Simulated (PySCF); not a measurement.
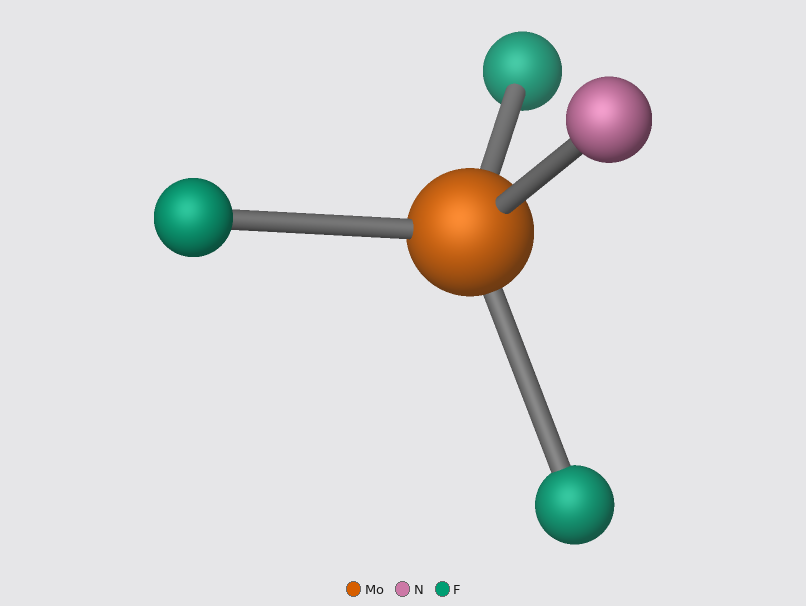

The species is neutral and a spin singlet. The geometry was computed by an optimisation with PBE/def2-SVP with core potentials.

Describe the coordination sphere.

Mo binds 4 atoms: 1 N at 1.64 Å, 3 F at 1.85 Å. The arrangement is tetrahedral.

What are the formal oxidation state of the metal and its number of d electrons?

Mo(VI), d⁰, counting the ligands as closed-shell ions or neutral donors.

The search tried a few shapes and spins; others may lie lower.
